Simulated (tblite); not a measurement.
# C5H10N2OSi: the cost of one run

The runs use tblite 0.8.0 and PySCF 2.14.0, with density-fitted response routines of our own; the level of theory stands in each step. All values are computed, except where a source is named. Atoms are numbered from 0 throughout.

### Step 1. The starting structure

19 atoms, charge 0, multiplicity 1; geometry from: force field or distance geometry start.

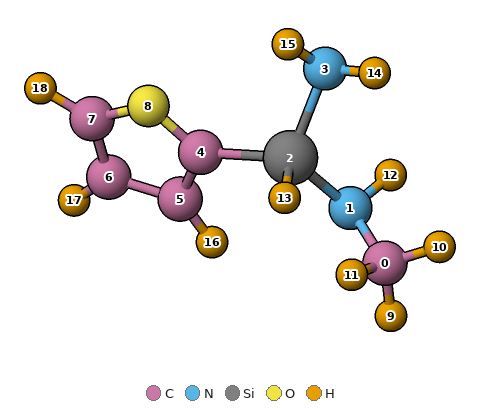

The starting geometry (carbon pink, nitrogen blue, silicon grey, oxygen yellow, hydrogen amber), atoms numbered.

### Step 2. Geometry optimisation with GFN2-xTB

Job settings and geometry (Å):

```
{"job": {"kind": "relax", "xc": "GFN2-xTB", "basis": "xTB"}, "charge": 0, "multiplicity": 1}
C     -2.483700    -1.390200     0.007600
N     -1.372600    -0.899700     0.783800
Si    -0.739100     0.535500    -0.029600
N     -1.177700     2.060900     0.807900
C      1.084700     0.355900    -0.201300
C      1.723300    -0.857200    -0.096300
C      3.083400    -0.562200    -0.292400
C      3.152900     0.811200    -0.502000
O      1.930800     1.320300    -0.449000
H     -2.504200    -2.494600    -0.037100
H     -3.461800    -1.048500     0.390000
H     -2.418600    -1.033200    -1.033100
H     -1.662800    -0.730500     1.804700
H     -1.380400     0.600000    -1.360300
H     -2.224800     2.179900     0.829600
H     -0.815100     2.852200     0.228700
H      1.278200    -1.813500     0.107000
H      3.908900    -1.256900    -0.275300
H      4.069100     1.380000    -0.690300
```

Started as:

```
$ OMP_NUM_THREADS=1 python probes_run.py task.json out
```

The driver reads the jobs from task.json and runs them one after another.

**Question.** How long does this first job take on 1 thread of Arm Neoverse N1, shared host, and how much memory does it need?

About 1.8 s, with a peak of 0.18 GiB.
